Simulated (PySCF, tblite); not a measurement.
# C3H7FOSi: dynamics, then NMR shifts on frames, part 1 of 2

How do NMR shifts of C3H7FOSi (`F[C@@H]1CO[SiH2]C1`) change as the atoms move?

Programs: tblite 0.8.0 and PySCF 2.14.0, with density-fitted response routines of our own. Each step states its level of theory. These are calculated values for one molecule in the gas phase, unless marked as measured. Atoms are numbered from 0 throughout.

### 1 The starting structure

13 atoms, charge 0, multiplicity 1; geometry from: GFN2-xTB.

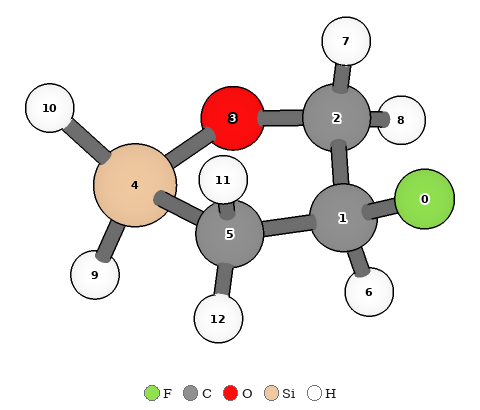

As it starts; fluorine green, carbon grey, oxygen red, silicon light orange, hydrogen white, atoms numbered.

### 2 Dynamics with GFN2-xTB

The job: settings as JSON, then the geometry in Å.

```
{"job": {"kind": "md", "xc": "GFN2-xTB", "basis": "xTB", "temperature": 200, "steps": 2000, "every": 50, "frames": 5}, "charge": 0, "multiplicity": 1}
F     -1.848503    -1.033053    -0.967036
C     -0.938853    -0.569550    -0.038680
C     -0.981616     0.964110    -0.002975
O      0.213937     1.437318     0.553156
Si     1.485183     0.410889     0.443370
C      0.483243    -0.989594    -0.374427
H     -1.254035    -0.980627     0.927447
H     -1.090189     1.342185    -1.025957
H     -1.815205     1.334605     0.598911
H      1.944969     0.096266     1.790720
H      2.505183     0.969252    -0.435609
H      0.602648    -0.982733    -1.458000
H      0.688851    -1.998581    -0.028647
```

With the program's defaults for keys left out, this is: GFN2-xTB Langevin dynamics, gas phase.

Run with:

```bash
OMP_NUM_THREADS=1 python probes_run.py task.json out
```

The driver reads the jobs from task.json and runs them one after another.

What it wrote:

```text
t/fs     T/K      E/eV
    0.0   166.7   -559.76118
   25.0   108.6   -559.62771
   50.0   107.9   -559.56941
   75.0   139.2   -559.62408
  100.0   213.2   -559.58831
  125.0   153.3   -559.43148
  150.0   159.1   -559.46097
  175.0   143.9   -559.41199
  200.0   199.5   -559.53860
  225.0   143.4   -559.51573
  250.0   177.1   -559.48302
  275.0   163.5   -559.45788
  300.0   147.5   -559.43747
  325.0   162.2   -559.48562
  350.0   144.4   -559.56158
  375.0   132.0   -559.58700
  400.0   179.5   -559.62957
  425.0   161.8   -559.58200
  450.0   179.4   -559.58214
  475.0   146.4   -559.57515
  500.0   129.1   -559.60214
  525.0   124.2   -559.53994
  550.0   172.4   -559.59668
  575.0   116.2   -559.39495
  600.0   184.1   -559.52312
  625.0   166.0   -559.37564
  650.0   178.9   -559.51806
  675.0   207.9   -559.52365
  700.0   157.5   -559.44446
  725.0   205.1   -559.52818
  750.0   152.3   -559.45711
  775.0   188.5   -559.52915
  800.0   196.3   -559.48785
  825.0   224.1   -559.45835
  850.0   176.8   -559.39445
  875.0   191.0   -559.48514
  900.0   211.7   -559.50744
  925.0   284.3   -559.56193
  950.0   148.7   -559.47863
  975.0   110.6   -559.45198
 1000.0   167.5   -559.47779
```

Wall time 9.2 s (1 thread of Arm Neoverse V1, shared host); peak memory 0.18 GiB.

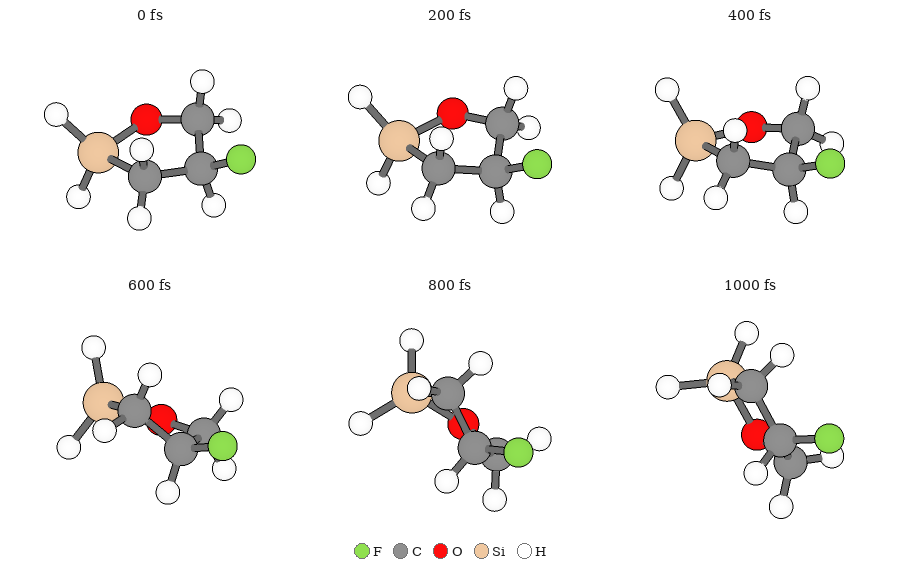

Frames of the run.

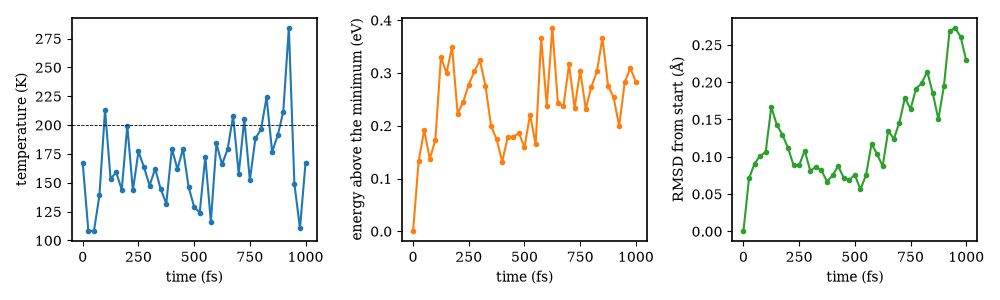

Temperature, potential energy and distance from the start.

Positions (Å) and forces (eV/Å) at 1000 fs:

```xyz
13

F    -2.127   -1.894   -0.809    0.390    0.190    0.268
C    -0.988   -1.408   -0.164   -0.069   -0.785    0.414
C    -1.327   -1.016    1.268    0.383    0.713    1.365
O    -0.615    0.160    1.663   -0.595   -1.023    0.285
Si    0.103    0.944    0.468    1.442   -0.678   -0.546
C    -0.334   -0.288   -0.931    0.131    0.137    0.629
H    -0.326   -2.251    0.006    0.293   -0.477   -0.764
H    -2.365   -0.780    1.406   -0.763   -0.012   -0.146
H    -1.059   -1.800    2.018   -0.140    0.369   -0.597
H     1.535    1.038    0.741   -0.003   -0.075    0.021
H    -0.471    2.195    0.231   -0.690    1.365   -0.199
H    -1.111    0.183   -1.511   -0.003   -0.004   -0.655
H     0.494   -0.667   -1.534   -0.376    0.281   -0.075
```

### 3 NMR shieldings: 250 fs, PBE0/pcSseg-1

The job: settings as JSON, then the geometry in Å.

```
{"job": {"kind": "nmr", "xc": "PBE0", "basis": "pcSseg-1", "pop": false}, "charge": 0, "multiplicity": 1}
F     -1.916400    -1.272500    -0.800900
C     -1.131300    -0.707700     0.130400
C     -1.368200     0.799900     0.260600
O     -0.191100     1.340300     0.815600
Si     1.236700     0.550100     0.450200
C      0.274200    -0.931800    -0.326400
H     -1.346700    -1.330200     1.011400
H     -1.520700     1.288700    -0.707400
H     -2.228100     1.072000     0.959500
H      1.879500     0.293400     1.744200
H      2.082700     1.381700    -0.417200
H      0.237400    -0.887100    -1.422200
H      0.691700    -1.905100    -0.025900
```

Method: GIAO PBE0/pcSseg-1 NMR shielding, non-relativistic, gas phase.

What it wrote:

```text
coarse grid: 11400 points
cycle   1  E = -582.4599808220  dE =  7.862e-01  |g| = 7.944e-01  |ddm| = 3.148e+00
cycle   2  E = -582.3125147127  dE =  1.475e-01  |g| = 1.211e+00  |ddm| = 1.735e+00
cycle   3  E = -582.5694276904  dE = -2.569e-01  |g| = 1.078e-01  |ddm| = 1.222e+00
cycle   4  E = -582.5712303914  dE = -1.803e-03  |g| = 5.015e-02  |ddm| = 1.197e-01
cycle   5  E = -582.5716908734  dE = -4.605e-04  |g| = 6.583e-03  |ddm| = 4.080e-02
cycle   6  E = -582.5716959293  dE = -5.056e-06  |g| = 2.962e-03  |ddm| = 6.244e-03
final grid: 105968 points
cycle   7  E = -582.6232843425  dE = -2.487e-05  |g| = 9.313e-03  |ddm| = 2.183e-02
cycle   8  E = -582.6232629763  dE =  2.137e-05  |g| = 1.444e-02  |ddm| = 1.666e-02
cycle   9  E = -582.6232992816  dE = -3.631e-05  |g| = 7.058e-04  |ddm| = 1.088e-02
cycle  10  E = -582.6232993793  dE = -9.769e-08  |g| = 2.059e-04  |ddm| = 8.305e-04
cycle  11  E = -582.6232993890  dE = -9.688e-09  |g| = 4.223e-05  |ddm| = 2.065e-04
cycle  12  E = -582.6232993893  dE = -2.603e-10  |g| = 1.955e-05  |ddm| = 4.130e-05
converged SCF energy = -582.6232993893

GIAO shielding tensors (ppm)
atom      isotropic    diamagn.    paramagn.     s11        s22        s33       span
  0 F      386.675     471.383     -84.709    339.548    395.417    425.059     85.511
  1 C       96.802     243.971    -147.168     54.397     88.463    147.546     93.149
  2 C      111.186     243.949    -132.763     81.086    102.541    149.931     68.845
  3 O      306.220     396.431     -90.211    254.165    271.463    393.032    138.867
  4 Si     344.126     878.968    -534.842    295.617    317.382    419.379    123.763
  5 C      161.652     254.718     -93.066    130.369    159.547    195.041     64.672
  6 H       25.992      29.901      -3.910     22.608     25.799     29.567      6.959
  7 H       27.569      29.140      -1.571     23.645     26.390     32.673      9.028
  8 H       26.197      26.478      -0.280     22.153     25.328     31.111      8.959
  9 H       26.474      28.954      -2.480     23.255     24.117     32.052      8.797
 10 H       26.273      28.614      -2.341     23.144     24.028     31.646      8.502
 11 H       29.825      31.182      -1.358     26.406     28.214     34.853      8.447
 12 H       29.571      30.391      -0.820     26.240     26.908     35.565      9.326
```

Run time: 11 s. Hardware: 1 thread of Arm Neoverse V1, shared host; peak memory 0.7 GiB.

The references, computed at this level on geometries of the same kind, shield at (ppm): 1H TMS 31.72, 13C TMS 186.9, 29Si TMS 349.2, 19F CFCl3 170.9, 17O H2O 336.1. Their shielding less the atom's gives the shift. The references are single molecules in the gas phase, so shifts against H2O, NH3, PH3, H3PO4 or CFCl3 are not on the usual liquid scales and can be off by tens of ppm. Each atom is listed at this fixed geometry, with no averaging over motion; a spectrum would average atoms that exchange fast.

```
atoms                                                 environment  σ (ppm)  δ (ppm)
   C1                                          sp3 CH bonded to F     96.8     90.1
   C2                                         sp3 CH2 bonded to O    111.2     75.7
   C5                                        sp3 CH2 bonded to Si    161.7     25.3
   H6                           hydrogen on an sp3 CH bonded to F    25.99     5.73
   H8                          hydrogen on an sp3 CH2 bonded to O    26.20     5.52
  H10  hydrogen on a silicon bonded to C, O, in a 5-membered ring    26.27     5.44
   H9  hydrogen on a silicon bonded to C, O, in a 5-membered ring    26.47     5.24
   H7                          hydrogen on an sp3 CH2 bonded to O    27.57     4.15
  H12                         hydrogen on an sp3 CH2 bonded to Si    29.57     2.15
  H11                         hydrogen on an sp3 CH2 bonded to Si    29.82     1.89
   F0                                   fluorine on an sp3 carbon    386.7   -215.7
   O3                oxygen bonded to C, Si, in a 5-membered ring    306.2     29.9
  Si4           silicon bonded to C, O, 2 H, in a 5-membered ring    344.1      5.0
```

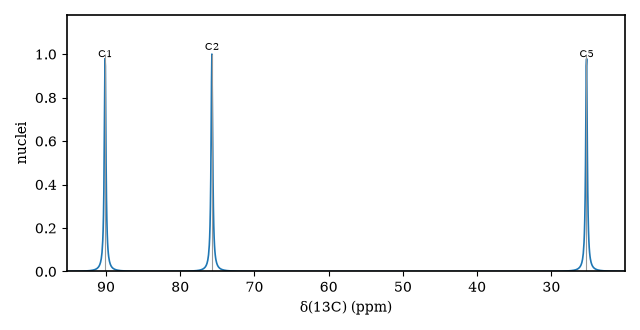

13C lines at the computed shifts, without couplings. Lines are broadened to a width of 0.26 ppm (Lorentzian).

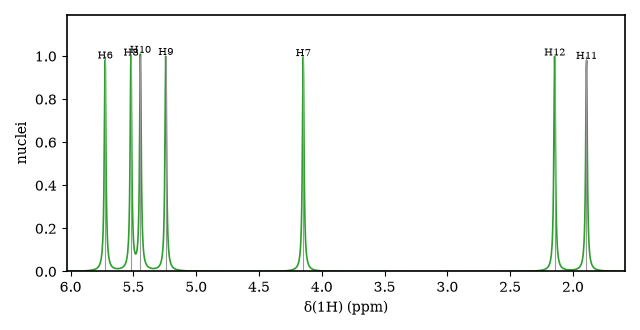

1H lines at the computed shifts, without couplings. Lines are broadened to a width of 0.02 ppm (Lorentzian).

Ring of atoms C1, C2, O3, Si4, C5: NICS(0) -5.5, NICS(1) -3.0, NICS(1)zz -2.5 ppm (means of both faces; NICS(1) differs between them: -4.1 and -1.9).

### 4 NMR shieldings: 425 fs, PBE0/pcSseg-1

The job: settings as JSON, then the geometry in Å.

```
{"job": {"kind": "nmr", "xc": "PBE0", "basis": "pcSseg-1", "pop": false}, "charge": 0, "multiplicity": 1}
F     -2.107400    -1.485200    -0.606900
C     -1.200500    -0.998600     0.304900
C     -1.597100     0.457200     0.691900
O     -0.561100     1.056900     1.364100
Si     0.912700     0.526500     0.837700
C      0.197200    -0.927500    -0.194300
H     -1.304700    -1.659300     1.214900
H     -1.757100     0.993000    -0.271900
H     -2.473700     0.494800     1.283900
H      1.739400     0.127600     2.019400
H      1.665900     1.485500    -0.000400
H      0.238000    -0.648600    -1.209700
H      0.749800    -1.842600    -0.103100
```

Method: GIAO PBE0/pcSseg-1 NMR shielding, non-relativistic, gas phase.

What it wrote:

```text
coarse grid: 11400 points
cycle   1  E = -582.4703854729  dE =  8.307e-01  |g| = 7.765e-01  |ddm| = 3.170e+00
cycle   2  E = -582.3443584140  dE =  1.260e-01  |g| = 1.156e+00  |ddm| = 1.559e+00
cycle   3  E = -582.5747465905  dE = -2.304e-01  |g| = 1.032e-01  |ddm| = 1.070e+00
cycle   4  E = -582.5765352252  dE = -1.789e-03  |g| = 4.441e-02  |ddm| = 1.134e-01
cycle   5  E = -582.5769268641  dE = -3.916e-04  |g| = 6.914e-03  |ddm| = 3.771e-02
cycle   6  E = -582.5769321557  dE = -5.292e-06  |g| = 3.370e-03  |ddm| = 6.798e-03
cycle   7  E = -582.5769342060  dE = -2.050e-06  |g| = 3.281e-04  |ddm| = 2.634e-03
final grid: 105968 points
cycle   8  E = -582.6292101362  dE = -2.784e-05  |g| = 9.944e-03  |ddm| = 2.214e-02
cycle   9  E = -582.6291882574  dE =  2.188e-05  |g| = 1.486e-02  |ddm| = 1.652e-02
cycle  10  E = -582.6292289368  dE = -4.068e-05  |g| = 8.773e-04  |ddm| = 1.030e-02
cycle  11  E = -582.6292290853  dE = -1.486e-07  |g| = 2.403e-04  |ddm| = 9.612e-04
cycle  12  E = -582.6292290971  dE = -1.175e-08  |g| = 7.381e-05  |ddm| = 2.584e-04
cycle  13  E = -582.6292290978  dE = -7.236e-10  |g| = 2.467e-05  |ddm| = 5.732e-05
converged SCF energy = -582.6292290978

GIAO shielding tensors (ppm)
atom      isotropic    diamagn.    paramagn.     s11        s22        s33       span
  0 F      390.280     471.063     -80.782    349.595    395.910    425.336     75.741
  1 C       91.761     244.484    -152.723     47.207     78.969    149.107    101.900
  2 C      113.180     246.878    -133.697     78.581    110.746    150.215     71.634
  3 O      319.212     395.653     -76.441    269.381    309.135    379.119    109.738
  4 Si     342.933     879.026    -536.093    278.696    322.364    427.740    149.043
  5 C      174.018     255.164     -81.146    152.827    168.185    201.042     48.215
  6 H       26.005      28.850      -2.844     22.683     26.061     29.272      6.589
  7 H       27.809      29.756      -1.947     23.672     26.874     32.881      9.208
  8 H       27.892      29.214      -1.322     23.665     27.520     32.492      8.827
  9 H       26.183      28.368      -2.185     23.020     23.880     31.648      8.628
 10 H       26.239      28.782      -2.542     23.258     23.936     31.524      8.265
 11 H       31.248      32.862      -1.614     27.515     28.825     37.404      9.889
 12 H       30.776      30.943      -0.168     26.720     27.744     37.863     11.143
```

Run time: 11 s. Hardware: 1 thread of Arm Neoverse V1, shared host; peak memory 0.72 GiB.

Key values: δ C1 95.2, C2 73.7, C5 12.9, F0 -219.3, H6 5.71, H9 5.53 ppm.

(Continued in part 2 of 2.)
